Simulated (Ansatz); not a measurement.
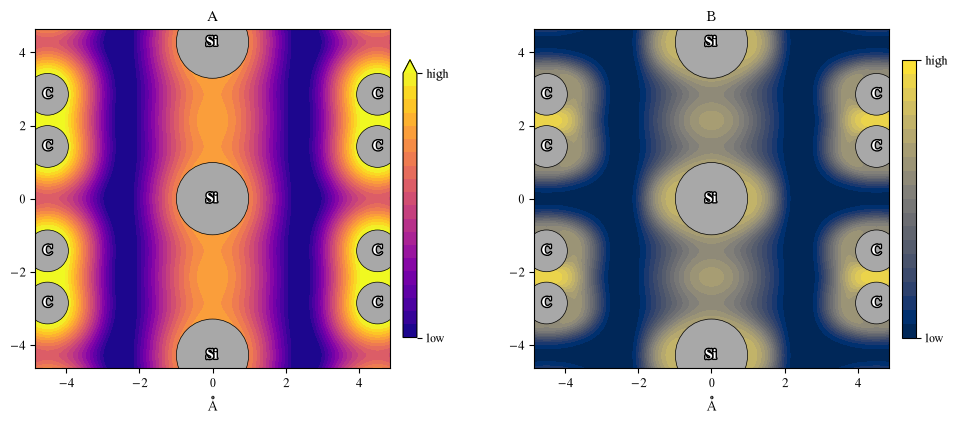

SiC₂: 2 fields on the (110) plane of the conventional cell, with unlabelled colour scales. Grey discs cover the atomic cores.

Space group P6/mmm; a structure generated by program, which may or may not match a known phase.

Method: DFT PBE, scalar-relativistic, plane waves, PAW in Ansatz.

Q: Match the panels to the quantities (electron localisation function and valence pseudo-density).

A: Panel A: valence pseudo-density. Panel B: electron localisation function. From the grid: C–C (1.43 Å): ρ is about 2 e/Å³ halfway; the ELF peaks at about 0.95 between the atoms.
